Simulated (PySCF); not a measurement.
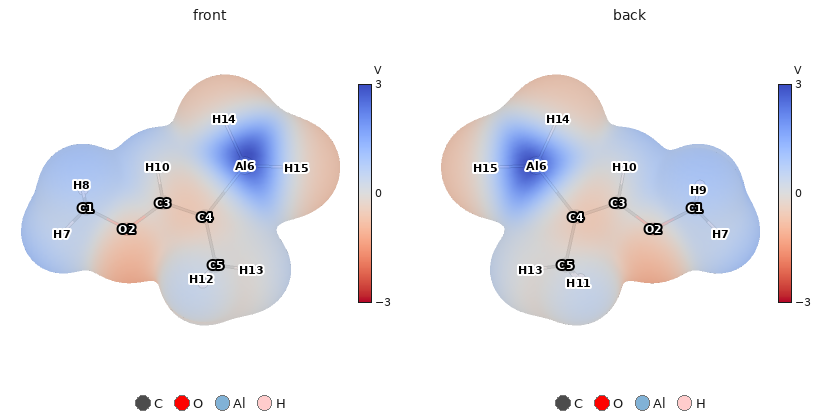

C$_{4}$H$_{9}$AlO (SMILES CO/C=[C](\C)[AlH2]). The electrostatic potential painted on the density surface at 0.002 e/bohr³, seen from the front and from behind; the colour scale runs from red (negative) to blue (positive).

Geometry: GFN2-xTB.

All numbers below come from PBE0/def2-SVPD, SCF density, gas phase (PySCF).

```yaml
atoms:
  - { symbol: C, position_ang: [2.5613, -0.6306, -0.2407] }
  - { symbol: O, position_ang: [1.4340, 0.2018, -0.3534] }
  - { symbol: C, position_ang: [0.2569, -0.3218, 0.0748] }
  - { symbol: C, position_ang: [-0.9236, 0.3189, 0.0533] }
  - { symbol: C, position_ang: [-1.0336, 1.7291, -0.4687] }
  - { symbol: Al, position_ang: [-2.3203, -0.8753, 0.7683] }
  - { symbol: H, position_ang: [3.4089, -0.0583, -0.6141] }
  - { symbol: H, position_ang: [2.7447, -0.9126, 0.8018] }
  - { symbol: H, position_ang: [2.4462, -1.5406, -0.8396] }
  - { symbol: H, position_ang: [0.2998, -1.3453, 0.4611] }
  - { symbol: H, position_ang: [-0.7048, 1.7785, -1.5065] }
  - { symbol: H, position_ang: [-0.4020, 2.4014, 0.1118] }
  - { symbol: H, position_ang: [-2.0653, 2.0760, -0.4092] }
  - { symbol: H, position_ang: [-1.8841, -2.2954, 1.2294] }
  - { symbol: H, position_ang: [-3.8224, -0.5178, 0.9098] }
```

Question: Which sites attract a positive test charge, and which a negative one?

Answer: A positive charge is drawn to the negative regions and a negative charge to the positive ones. The most negative region (about −1.1 V) lies over O2, the most positive (about +2.8 V) over Al6. O2 is the likeliest acceptor of a hydrogen bond.
